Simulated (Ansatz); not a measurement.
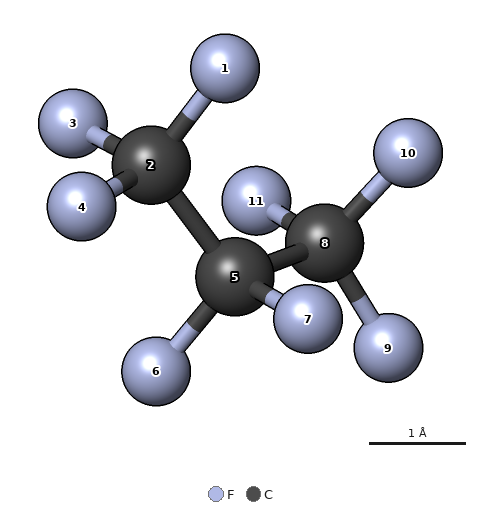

Fig. 1: The input geometry (ball-and-stick view, seen at a tilt; atoms are numbered from 1 in the order of the input). Bond lengths as drawn: C–C 1.56 Å and C–F 1.34 to 1.35 Å.

Geometry relaxation of C3F8

System: C3F8, SMILES FC(F)(F)C(F)(F)C(F)(F)F.
Method: RKS PBE0-D4/def2-TZVP (Ansatz 0.2.0).

The geometry: PBE-D4/def2-SVP start. Figures and captions count atoms from 1; the log counts them from 0 in places.

**What the program printed**
```
Functional definition: PBE0
  name "PBE0"
  cite "Adamo & Barone, J. Chem. Phys. 110, 6158 (1999) doi:10.1063/1.478522"
  cite "Perdew, Burke & Ernzerhof, Phys. Rev. Lett. 77, 3865 (1996) doi:10.1103/PhysRevLett.77.3865"
  parent pbe
  parameter a = 0.25
  parameter kappa = 0.804
  parameter beta = 0.06672455060314922
  exchange = (1 - a)*pbe_x(kappa = kappa, mu = beta*pi^2/3) + a*exact_x
  correlation = pbe_c(beta = beta)
1788 factors; their error is unknown
mean field evaluation 1: about -24828.7843 eV, gradient 5.8e1 eV
mean field evaluation 2: about -24824.1152 eV, gradient 8.3e1 eV
mean field evaluation 4: about -24832.7894 eV, gradient 2.0e0 eV
mean field evaluation 8: about -24832.7928 eV, gradient 3.7e-2 eV
mean field evaluation 16: about -24832.8653 eV, gradient 7.5e-5 eV
mean field -24832.86531339 eV, -912.5909679465 hartree, gradient 3.6e-5 eV, S^2 0.000000; 0 other end points of the search recorded, 0 dependent functions left out
the calculation of the forces begins
reference -24832.86533115 eV, -912.5909685990 hartree; 45, 45 occupied and 296, 296 virtual orbitals, 1788 factors
relax step   1: F+E_penalty+E_count = -24833.09162808 eV  Δ(F+E_penalty+E_count) = +0.000e0 eV  max|allowed force component| = 7.251e-1 eV/Å  Δτ_max = 0.0000 Å  (28 SCF iters, accepted)
these checks for a lower state are left out or cut short: starts, cluster_reference, orbital_swaps, neighbouring_geometries, increment
1788 factors; their error is unknown
mean field -24832.91596686 eV, -912.5928294270 hartree, gradient 1.4e-5 eV, S^2 0.000000; 0 other end points of the search recorded, 0 dependent functions left out
the calculation of the forces begins
reference -24832.91598458 eV, -912.5928300785 hartree; 45, 45 occupied and 296, 296 virtual orbitals, 1788 factors
relax step   2: F+E_penalty+E_count = -24833.14287979 eV  Δ(F+E_penalty+E_count) = -5.125e-2 eV  max|allowed force component| = 2.835e-1 eV/Å  Δτ_max = 0.0134 Å  (32 SCF iters, accepted)
these checks for a lower state are left out or cut short: starts, cluster_reference, orbital_swaps, neighbouring_geometries, increment
1788 factors; their error is unknown
mean field evaluation 32: about -24832.9240 eV, gradient 1.4e-5 eV
mean field -24832.92402171 eV, -912.5931254373 hartree, gradient 1.4e-5 eV, S^2 0.000000; 0 other end points of the search recorded, 0 dependent functions left out
the calculation of the forces begins
reference -24832.92403942 eV, -912.5931260882 hartree; 45, 45 occupied and 296, 296 virtual orbitals, 1788 factors
relax step   3: F+E_penalty+E_count = -24833.15138308 eV  Δ(F+E_penalty+E_count) = -8.503e-3 eV  max|allowed force component| = 2.103e-2 eV/Å  Δτ_max = 0.0095 Å  (31 SCF iters, accepted)
these checks for a lower state are left out or cut short: starts, cluster_reference, orbital_swaps, neighbouring_geometries, increment
1788 factors; their error is unknown
mean field -24832.92411233 eV, -912.5931287678 hartree, gradient 1.4e-5 eV, S^2 0.000000; 0 other end points of the search recorded, 0 dependent functions left out
the calculation of the forces begins
reference -24832.92413005 eV, -912.5931294188 hartree; 45, 45 occupied and 296, 296 virtual orbitals, 1788 factors
relax step   4: F+E_penalty+E_count = -24833.15142003 eV  Δ(F+E_penalty+E_count) = -3.695e-5 eV  max|allowed force component| = 1.285e-2 eV/Å  Δτ_max = 0.0015 Å  (32 SCF iters, accepted)
these checks for a lower state are left out or cut short: starts, cluster_reference, orbital_swaps, neighbouring_geometries, increment
1788 factors; their error is unknown
mean field -24832.92417560 eV, -912.5931310927 hartree, gradient 1.4e-5 eV, S^2 0.000000; 0 other end points of the search recorded, 0 dependent functions left out
the calculation of the forces begins
reference -24832.92419331 eV, -912.5931317437 hartree; 45, 45 occupied and 296, 296 virtual orbitals, 1788 factors
relax step   5: F+E_penalty+E_count = -24833.15147574 eV  Δ(F+E_penalty+E_count) = -5.571e-5 eV  max|allowed force component| = 1.488e-2 eV/Å  Δτ_max = 0.0101 Å  (31 SCF iters, accepted)
these checks for a lower state are left out or cut short: starts, cluster_reference, orbital_swaps, neighbouring_geometries, increment
1788 factors; their error is unknown
mean field -24832.92423725 eV, -912.5931333583 hartree, gradient 1.4e-5 eV, S^2 0.000000; 0 other end points of the search recorded, 0 dependent functions left out
the calculation of the forces begins
reference -24832.92425497 eV, -912.5931340094 hartree; 45, 45 occupied and 296, 296 virtual orbitals, 1788 factors
relax step   6: F+E_penalty+E_count = -24833.15151382 eV  Δ(F+E_penalty+E_count) = -3.808e-5 eV  max|allowed force component| = 1.824e-2 eV/Å  Δτ_max = 0.0129 Å  (31 SCF iters, accepted)
these checks for a lower state are left out or cut short: starts, cluster_reference, orbital_swaps, neighbouring_geometries, increment
1788 factors; their error is unknown
mean field -24832.92424222 eV, -912.5931335411 hartree, gradient 1.4e-5 eV, S^2 0.000000; 0 other end points of the search recorded, 0 dependent functions left out
the calculation of the forces begins
reference -24832.92425994 eV, -912.5931341922 hartree; 45, 45 occupied and 296, 296 virtual orbitals, 1788 factors
relax step   7: F+E_penalty+E_count = -24833.15152289 eV  Δ(F+E_penalty+E_count) = -9.069e-6 eV  max|allowed force component| = 5.766e-3 eV/Å  Δτ_max = 0.0049 Å  (31 SCF iters, accepted)
these checks for a lower state are left out or cut short: starts, cluster_reference, orbital_swaps, neighbouring_geometries, increment
1788 factors; their error is unknown
mean field evaluation 64: about -24832.9242 eV, gradient 3.5e-4 eV
mean field -24832.92423534 eV, -912.5931332883 hartree, gradient 1.4e-5 eV, S^2 0.000000; 0 other end points of the search recorded, 0 dependent functions left out
the calculation of the forces begins
reference -24832.92425306 eV, -912.5931339394 hartree; 45, 45 occupied and 296, 296 virtual orbitals, 1788 factors
relax step   8: F+E_penalty+E_count = -24833.15152429 eV  Δ(F+E_penalty+E_count) = -1.393e-6 eV  max|allowed force component| = 6.406e-4 eV/Å  Δτ_max = 0.0012 Å  (32 SCF iters, accepted)
```

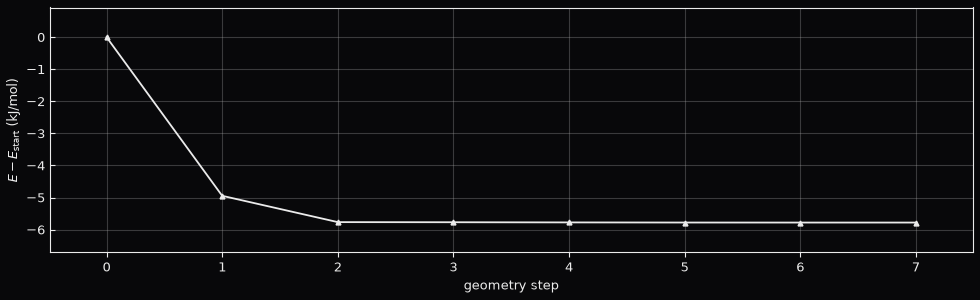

Fig. 2: Progress of the relaxation, step by step (the first geometry is step 0 here and step 1 in the log).

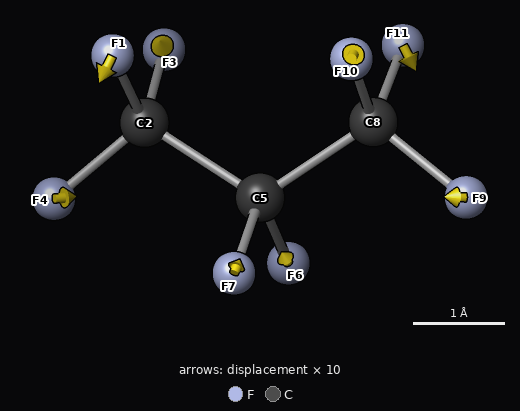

Fig. 3: The starting structure with the displacements as yellow arrows, magnified 10 times (ball-and-stick view, seen at a tilt). The two geometries are laid on each other by the best rigid fit. The largest move after the best rigid fit is that of F1, 0.036 Å. Largest moves by element: F 0.036 Å, C 0.007 Å. Among the contacts that change: C5–F6 1.354 → 1.338 Å, C2–F3 1.342 → 1.325 Å, C2–C5 1.557 → 1.551 Å. After 7 geometry steps the energy has fallen by 5.78 kJ/mol. The largest force component goes from 0.73 to 0.00064 eV/Å. (Atoms are counted from 1 in the order of the input.)

```
1788 factors; their error is unknown
mean field -24832.92423534 eV, -912.5931332883 hartree, gradient 1.4e-5 eV, S^2 0.000000; 1 other end points of the search recorded, 0 dependent functions left out
the calculation of the forces begins
reference -24832.92425306 eV, -912.5931339394 hartree; 45, 45 occupied and 296, 296 virtual orbitals, 1788 factors
Total energy: -24833.15154200 eV, -912.6014866539 hartree
Atom 0 at     0.701469    -1.129037    -1.529187 Å, force    -0.000599     0.000144    -0.000217 eV/Å
Atom 1 at    -0.365004    -0.407565    -1.215070 Å, force     0.000269    -0.000306     0.000427 eV/Å
Atom 2 at    -1.352911    -1.221848    -0.872255 Å, force     0.000190     0.000206    -0.000436 eV/Å
Atom 3 at    -0.736382     0.292736    -2.277483 Å, force     0.000214    -0.000417     0.000299 eV/Å
Atom 4 at    -0.040278     0.576642    -0.060670 Å, force     0.000071     0.000183    -0.000072 eV/Å
Atom 5 at    -1.139224     1.297213     0.188681 Å, force    -0.000641     0.000110     0.000200 eV/Å
Atom 6 at     0.936843     1.390667    -0.475029 Å, force     0.000463     0.000462    -0.000215 eV/Å
Atom 7 at     0.414653    -0.078465     1.269977 Å, force    -0.000064    -0.000424    -0.000396 eV/Å
Atom 8 at     0.653876     0.879624     2.154228 Å, force     0.000085    -0.000391    -0.000209 eV/Å
Atom 9 at     1.523406    -0.782009     1.090424 Å, force    -0.000303     0.000200     0.000441 eV/Å
Atom 10 at    -0.531047    -0.875058     1.747083 Å, force     0.000315     0.000233     0.000178 eV/Å
Dipole moment:     0.002035    -0.025950     0.002798 e Å
```

**Trajectory as extended XYZ (Å, eV, eV/Å), 8 frames, from step=1 to step=8**
```
11
Properties=species:S:1:pos:R:3:forces:R:3 step=1 energy=-24833.09163
F     0.7023   -1.1594   -1.5090   -0.7251   0.4726   0.1217
C    -0.3710   -0.4077   -1.2170   -0.0803  -0.3205  -0.3041
F    -1.3867   -1.2122   -0.8678    0.6447   0.5053  -0.2968
F    -0.7227    0.2925   -2.3050    0.2190  -0.4771   0.6838
C    -0.0412    0.5827   -0.0612   -0.0457   0.5670  -0.0607
F    -1.1537    1.3111    0.1955    0.6753  -0.4047  -0.1625
F     0.9466    1.4069   -0.4843   -0.6043  -0.4639   0.2552
C     0.4210   -0.0772    1.2717    0.1244  -0.2328   0.3637
F     0.6431    0.8833    2.1805   -0.1331  -0.6390  -0.5631
F     1.5546   -0.7700    1.0823   -0.7195   0.4513   0.1948
F    -0.5269   -0.9071    1.7352    0.6447   0.5418  -0.2320
11
Properties=species:S:1:pos:R:3:forces:R:3 step=2 energy=-24833.14288
F     0.6927   -1.1530   -1.5115   -0.2753   0.1912   0.0599
C    -0.3701   -0.4068   -1.2145   -0.0382  -0.1889  -0.1549
F    -1.3794   -1.2062   -0.8744    0.2514   0.2014  -0.0998
F    -0.7195    0.2918   -2.2920    0.0834  -0.1593   0.2650
C    -0.0407    0.5783   -0.0607   -0.0230   0.2835  -0.0304
F    -1.1443    1.3023    0.1934    0.2628  -0.1646  -0.0628
F     0.9391    1.3971   -0.4804   -0.2334  -0.1878   0.1003
C     0.4200   -0.0770    1.2691    0.0645  -0.1438   0.1908
F     0.6397    0.8793    2.1681   -0.0546  -0.2228  -0.2234
F     1.5465   -0.7637    1.0878   -0.2810   0.1771   0.0594
F    -0.5185   -0.8992    1.7359    0.2434   0.2140  -0.1039
11
Properties=species:S:1:pos:R:3:forces:R:3 step=3 energy=-24833.15138
F     0.6883   -1.1486   -1.5112    0.0038  -0.0027  -0.0035
C    -0.3693   -0.4074   -1.2127    0.0020  -0.0176  -0.0015
F    -1.3741   -1.2029   -0.8758   -0.0041  -0.0060   0.0008
F    -0.7176    0.2922   -2.2827   -0.0065   0.0126  -0.0149
C    -0.0406    0.5769   -0.0606   -0.0018   0.0210  -0.0023
F    -1.1388    1.2974    0.1920   -0.0047   0.0006   0.0005
F     0.9348    1.3914   -0.4780    0.0053   0.0005  -0.0008
C     0.4192   -0.0781    1.2675    0.0005  -0.0170   0.0054
F     0.6374    0.8774    2.1592    0.0034   0.0163   0.0121
F     1.5409   -0.7608    1.0887    0.0053  -0.0049   0.0005
F    -0.5147   -0.8946    1.7344   -0.0032  -0.0029   0.0040
11
Properties=species:S:1:pos:R:3:forces:R:3 step=4 energy=-24833.15142
F     0.6883   -1.1484   -1.5127   -0.0008   0.0018  -0.0011
C    -0.3694   -0.4076   -1.2134    0.0009  -0.0100  -0.0021
F    -1.3740   -1.2036   -0.8766    0.0013  -0.0008  -0.0002
F    -0.7183    0.2927   -2.2832   -0.0019   0.0035  -0.0009
C    -0.0405    0.5768   -0.0606   -0.0011   0.0129  -0.0014
F    -1.1388    1.2973    0.1920   -0.0004  -0.0012  -0.0005
F     0.9351    1.3912   -0.4779    0.0012  -0.0016   0.0006
C     0.4193   -0.0782    1.2682    0.0003  -0.0094   0.0043
F     0.6377    0.8781    2.1596    0.0006   0.0038   0.0003
F     1.5409   -0.7611    1.0897   -0.0010  -0.0006   0.0004
F    -0.5148   -0.8943    1.7357    0.0007   0.0017   0.0006
11
Properties=species:S:1:pos:R:3:forces:R:3 step=5 energy=-24833.15148
F     0.6929   -1.1417   -1.5187   -0.0003   0.0004   0.0005
C    -0.3678   -0.4079   -1.2138   -0.0005   0.0086  -0.0022
F    -1.3666   -1.2103   -0.8750    0.0023  -0.0006   0.0012
F    -0.7248    0.2930   -2.2808   -0.0018  -0.0009  -0.0042
C    -0.0404    0.5771   -0.0607    0.0002  -0.0149   0.0019
F    -1.1390    1.2975    0.1907    0.0022   0.0000  -0.0008
F     0.9360    1.3911   -0.4769   -0.0023  -0.0011   0.0009
C     0.4176   -0.0786    1.2687   -0.0003   0.0088   0.0002
F     0.6431    0.8788    2.1573    0.0018   0.0003   0.0043
F     1.5349   -0.7685    1.0901   -0.0016  -0.0014  -0.0005
F    -0.5205   -0.8878    1.7398    0.0004   0.0006  -0.0014
11
Properties=species:S:1:pos:R:3:forces:R:3 step=6 energy=-24833.15151
F     0.6986   -1.1331   -1.5265   -0.0007   0.0006   0.0001
C    -0.3660   -0.4078   -1.2149   -0.0010   0.0107  -0.0008
F    -1.3574   -1.2183   -0.8734    0.0012   0.0002  -0.0001
F    -0.7330    0.2933   -2.2785    0.0019  -0.0060   0.0038
C    -0.0402    0.5767   -0.0607    0.0006  -0.0182   0.0022
F    -1.1390    1.2972    0.1892   -0.0022   0.0037   0.0004
F     0.9369    1.3903   -0.4756    0.0017   0.0044  -0.0014
C     0.4156   -0.0786    1.2698   -0.0003   0.0108  -0.0019
F     0.6501    0.8798    2.1553    0.0000  -0.0064  -0.0023
F     1.5273   -0.7774    1.0909   -0.0009  -0.0002   0.0003
F    -0.5275   -0.8793    1.7451   -0.0002   0.0003  -0.0004
11
Properties=species:S:1:pos:R:3:forces:R:3 step=7 energy=-24833.15152
F     0.7009   -1.1297   -1.5290   -0.0008   0.0006   0.0007
C    -0.3652   -0.4076   -1.2151   -0.0007   0.0035  -0.0017
F    -1.3537   -1.2213   -0.8725    0.0011   0.0009   0.0001
F    -0.7360    0.2929   -2.2776    0.0010  -0.0025   0.0022
C    -0.0402    0.5767   -0.0607    0.0002  -0.0058   0.0008
F    -1.1391    1.2973    0.1887    0.0007   0.0004  -0.0002
F     0.9371    1.3905   -0.4751   -0.0011   0.0007   0.0001
C     0.4148   -0.0785    1.2700    0.0006   0.0040   0.0006
F     0.6530    0.8798    2.1545   -0.0001  -0.0029  -0.0016
F     1.5242   -0.7811    1.0907   -0.0012   0.0004  -0.0001
F    -0.5304   -0.8759    1.7468    0.0003   0.0007  -0.0009
11
Properties=species:S:1:pos:R:3:forces:R:3 step=8 energy=-24833.15152
F     0.7015   -1.1290   -1.5292   -0.0006   0.0001  -0.0002
C    -0.3650   -0.4076   -1.2151    0.0003  -0.0003   0.0004
F    -1.3529   -1.2218   -0.8723    0.0002   0.0002  -0.0004
F    -0.7364    0.2927   -2.2775    0.0002  -0.0004   0.0003
C    -0.0403    0.5766   -0.0607    0.0001   0.0002  -0.0001
F    -1.1392    1.2972    0.1887   -0.0006   0.0001   0.0002
F     0.9368    1.3907   -0.4750    0.0005   0.0005  -0.0002
C     0.4147   -0.0785    1.2700   -0.0001  -0.0004  -0.0004
F     0.6539    0.8796    2.1542    0.0001  -0.0004  -0.0002
F     1.5234   -0.7820    1.0904   -0.0003   0.0002   0.0004
F    -0.5310   -0.8751    1.7471    0.0003   0.0002   0.0002
```

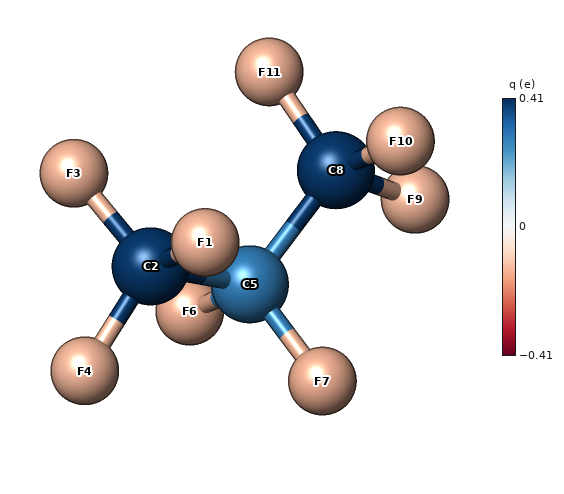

Fig. 4: Mulliken charges, as the colour of each atom (ball-and-stick view, seen at a tilt; atoms are numbered from 1 in the order of the input; Mulliken charges depend strongly on the basis). By element: F −0.14 to −0.13 and C +0.28 to +0.39 e.

This output came from the following input.

**Input**
```yaml
crystal:
  periodic: [false, false, false]
  atoms:
    - {symbol: F, position_ang: [0.702297, -1.159387, -1.509033]}
    - {symbol: C, position_ang: [-0.370986, -0.407672, -1.217035]}
    - {symbol: F, position_ang: [-1.386677, -1.212222, -0.867828]}
    - {symbol: F, position_ang: [-0.722719, 0.292507, -2.305030]}
    - {symbol: C, position_ang: [-0.041163, 0.582674, -0.061187]}
    - {symbol: F, position_ang: [-1.153674, 1.311113, 0.195497]}
    - {symbol: F, position_ang: [0.946565, 1.406949, -0.484342]}
    - {symbol: C, position_ang: [0.421023, -0.077173, 1.271662]}
    - {symbol: F, position_ang: [0.643088, 0.883263, 2.180477]}
    - {symbol: F, position_ang: [1.554569, -0.770048, 1.082288]}
    - {symbol: F, position_ang: [-0.526922, -0.907104, 1.735231]}
basis:
  gaussian: {orbitals: def2-TZVP}
hamiltonian: {xc: pbe0, dispersion: d4}
relax: {f_tol: 0.005, max_steps: 150}
```

Command:
```bash
ansatz run in.yaml --threads 2 --pin off --events-out ev --progress --plain --max-ram 22528MiB --backend cuda --devices 0, --max-vram 18GiB
```

**Results in brief**

- outcome: converged
- total energy: −24833.1515 eV
- mean-field energy: −24832.9243 eV
- dispersion energy: −0.2273 eV
- SCF solution under orbital rotations: stable
- largest force (length of the vector) at the end: 0.001 eV/Å
- dipole moment: 0.13 D
- hardware: 2 CPU threads, shared host
- wall time: 21 s (CPU time 23 s)
- peak memory: 0.99 GiB
